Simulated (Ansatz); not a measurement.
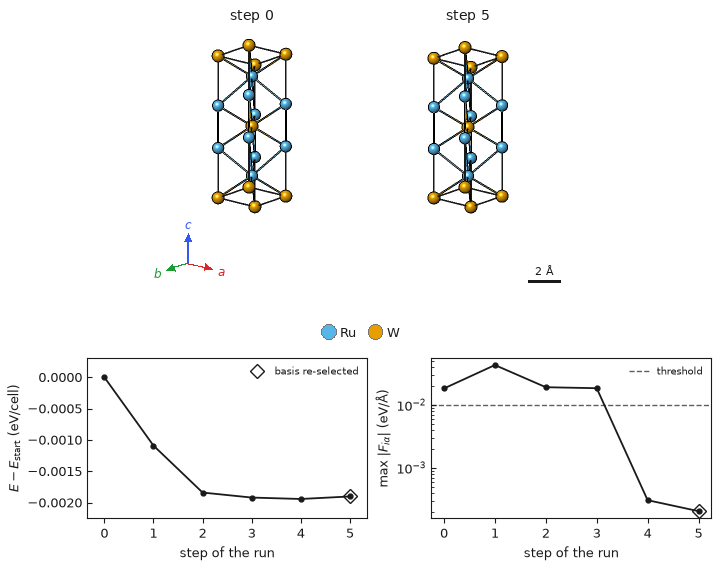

First and last geometry of a relaxation of solid Ru$_{2}$W (built on the MoSi2 (C11b)_139 type), with the history of the run. A ball-and-stick model of the conventional cell (2 times the calculation's cell), seen from a free direction. Lengths and directions refer to the drawn axes.

Case: MoSi2 (C11b) type (I4/mmm, No. 139).

The calculation used DFT PBE, scalar-relativistic, plane waves, PAW (Ansatz). Set-up: plane-wave cutoff 420 eV; k-point mesh 20 × 20 × 20; occupations gaussian; smearing width 0.1 eV; no spin polarisation; cell and atoms relaxed; force threshold 0.01 eV/Å; at most 80 steps.

Did the run converge, and what did it change?

Answer. It converged. The energy falls by 1.9 meV per cell of the calculation in 4 accepted moves (5 points after the start). The largest force component goes from 0.018 to 0.0002 eV/Å. The pressure goes from −0.01 to −0.01 GPa. The SCF was repeated once at an unchanged geometry on a basis and grid sized afresh for the cell, which shifted the energy by less than 0.05 meV per cell of the calculation at most. The largest moves relative to the cell, 0.005 Å, are those of Ru atoms. W stays in place. The drawn cell changes as follows: a = b 3.095 → 3.117 Å (+0.7 %), c 9.556 → 9.401 Å (−1.6 %); the volume changes by −0.2 %. Near-neighbour distances that change, for instance: Ru–Ru 2.857 → 2.820 Å, W–W 3.095 → 3.117 Å, Ru–Ru 2.912 → 2.897 Å. The space group stays I4/mmm (No. 139). The run took roughly 3 core-minutes on a shared host.
